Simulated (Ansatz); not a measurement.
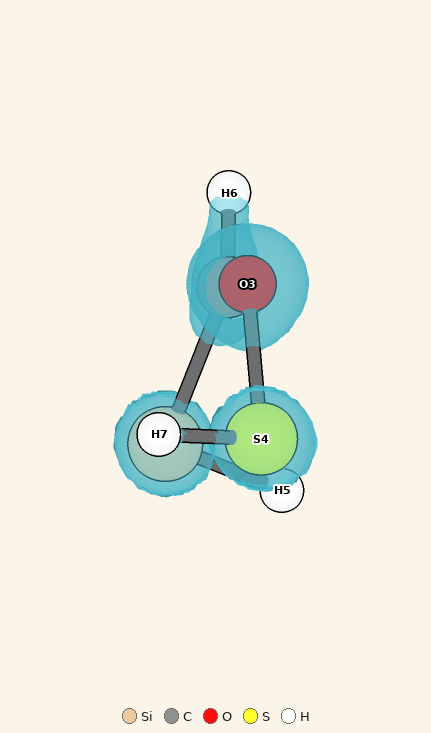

CH3OSSi (charge +1). Isosurface of the total electron density at 1.5 e/Å³ (cyan), seen at an oblique angle.

All numbers below come from RKS B3LYP/def2-SVP (Ansatz 0.2.0).

```yaml
atoms:
  - { symbol: Si, position_ang: [-1.2944, 0.0688, 0.7447] }
  - { symbol: C, position_ang: [0.3055, 0.9191, 0.1990] }
  - { symbol: O, position_ang: [1.1736, 0.0844, -0.2983] }
  - { symbol: S, position_ang: [0.3043, -1.3497, -0.7897] }
  - { symbol: H, position_ang: [-2.1916, 0.5628, -0.3636] }
  - { symbol: H, position_ang: [0.7631, 1.8980, 0.4226] }
  - { symbol: H, position_ang: [0.9395, -2.1834, 0.0854] }
```

How is the density connected at this value?

At this value the surface falls into five separate pieces. It bridges the shortest C–O (1.30 Å) and C–H (1.10 Å) contacts, where the density stays above the isovalue. It is pinched off along the shortest S–O (1.75 Å) and C–Si (1.89 Å) contacts. On the grid the lowest density along these lines, outside the cores, is 2.1 e/Å³ (C–O, 1.30 Å), 1.1 e/Å³ (S–O, 1.75 Å), 0.73 e/Å³ (C–Si, 1.89 Å) and 1.9 e/Å³ (C–H, 1.10 Å).
